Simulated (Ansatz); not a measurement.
**U-revPBE/STO-3G run of BNH3 (SMILES B[NH])**

Aim: the energy change on altering one bond length of BNH3 at U-revPBE/STO-3G, from 2 runs. 

Program for the calculation: Ansatz 0.2.0.

53 further runs of the same task are left out: 53 set aside as unsound or not needed.

**1. The system as given**

BNH3: 5 atoms, total charge 0, spin state doublet. As SMILES, `B[NH]`. The coordinates come from a PBE0-D4/def2-TZVP relaxation.

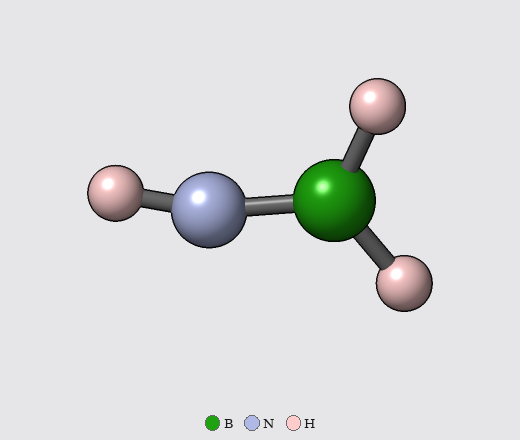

Viewed from a chosen angle; boron green, nitrogen light blue, hydrogen pink.

**2. The energy at U-revPBE/STO-3G**

Input file job.yaml:

```yaml
basis:
  gaussian:
    orbitals: STO-3G
crystal:
  periodic: [false, false, false]
  atoms:
    - {symbol: B, position_ang: [-0.310800, -0.370100, -0.091600]}
    - {symbol: "N", position_ang: [0.531200, 0.655200, -0.019800]}
    - {symbol: H, position_ang: [-0.414800, -1.107400, 0.862500]}
    - {symbol: H, position_ang: [-0.964100, -0.573100, -1.081900]}
    - {symbol: H, position_ang: [1.208400, 1.321700, 0.289300]}
accuracy: high
magnetization:
  spin_polarized: true
  initial_magnetization: 1
hamiltonian:
  xc: {name: revPBE}
```

The run is started by

```
$ ansatz run job.yaml --threads 1 --pin off --max-ram 2610MiB --events-out events.jsonl --progress --plain --runs-dir runs
```

The program printed:

```text
Warning: RAYON_NUM_THREADS=1 ignored (pool sized by the plan → 1); use --threads N
Functional definition: revPBE
  name "revPBE"
  parameter kappa = 1.245
  parameter beta = 0.06672455060314922
  exchange = pbe_x(kappa = kappa, mu = beta*pi^2/3)
  correlation = pbe_c(beta = beta)
207 factors; integrals over basis functions are off by at most 9.2e-9 eV
mean field evaluation 1: about -2184.5244 eV, gradient 5.9e0 eV
mean field evaluation 2: about -2184.2107 eV, gradient 9.7e0 eV
mean field evaluation 4: about -2184.7616 eV, gradient 3.9e-1 eV
mean field evaluation 8: about -2184.7006 eV, gradient 9.3e-3 eV
mean field evaluation 16: about -2184.7006 eV, gradient 1.1e-7 eV
mean field -2184.70055503 eV, -80.2862645541 hartree, gradient 2.4e-8 eV, S^2 0.756295; 0 other end points of the search recorded, 0 dependent functions left out
reference -2184.70055722 eV, -80.2862646347 hartree; 8, 7 occupied and 5, 6 virtual orbitals, 207 factors
Total energy: -2184.70055722 eV, -80.2862646347 hartree
```

Run time: 1.2 s. Hardware: 1 thread of Arm Neoverse V1, shared host; peak memory 0.11 GiB.

**3. The distorted shape, same level**

Input file job.yaml:

```yaml
crystal:
  periodic: [false, false, false]
  atoms:
    - {symbol: B, position_ang: [-0.147489, -0.319354, 0.155953]}
    - {symbol: N, position_ang: [0.694511, 0.705946, 0.227753]}
    - {symbol: H, position_ang: [-0.251489, -1.056654, 1.110053]}
    - {symbol: H, position_ang: [-0.964100, -0.573100, -1.081900]}
    - {symbol: H, position_ang: [1.371711, 1.372446, 0.536853]}
basis:
  gaussian: {orbitals: STO-3G}
magnetization: {spin_polarized: true, initial_magnetization: 1}
hamiltonian: {xc: {name: revPBE}}
accuracy: high
```

The run is started by

```
$ ansatz run job.yaml --threads 1 --pin off --max-ram 2610MiB --events-out events.jsonl --progress --plain --runs-dir runs
```

The program printed (excerpt; [...] marks lines left out):

```text
Warning: RAYON_NUM_THREADS=1 ignored (pool sized by the plan → 1); use --threads N
[... 6 set-up lines as earlier in the session ...]
207 factors; integrals over basis functions are off by at most 9.7e-9 eV
mean field evaluation 1: about -2183.5639 eV, gradient 7.3e0 eV
mean field evaluation 2: about -2182.5131 eV, gradient 1.5e1 eV
mean field evaluation 4: about -2183.9043 eV, gradient 6.6e-1 eV
mean field evaluation 8: about -2183.8293 eV, gradient 2.0e-2 eV
mean field evaluation 16: about -2183.8293 eV, gradient 4.3e-7 eV
mean field -2183.82931949 eV, -80.2542472385 hartree, gradient 9.8e-8 eV, S^2 0.758522; 0 other end points of the search recorded, 0 dependent functions left out
reference -2183.82932173 eV, -80.2542473209 hartree; 8, 7 occupied and 5, 6 virtual orbitals, 207 factors
Total energy: -2183.82932173 eV, -80.2542473209 hartree
```

It took 1.1 s on 1 thread of Arm Neoverse V1, shared host; peak memory 0.11 GiB.

**4. Results**

Level: U-revPBE/STO-3G.

```
                                                         quantity         value
                                        first shape: total energy  -80.28626 Eh
                                                first shape: ⟨S²⟩         0.756
                                    distorted shape: total energy  -80.25425 Eh
                                            distorted shape: ⟨S²⟩         0.759
energy change with the B1–H4 bond stretched from 1.204 to 1.505 Å      0.871 eV
```

What this shows: With the B1–H4 bond stretched from 1.204 to 1.505 Å the energy rises by 0.87 eV (20.1 kcal/mol). The first shape isn't relaxed at this level, so the change isn't measured from a minimum. The minimal basis adds a large error of its own.
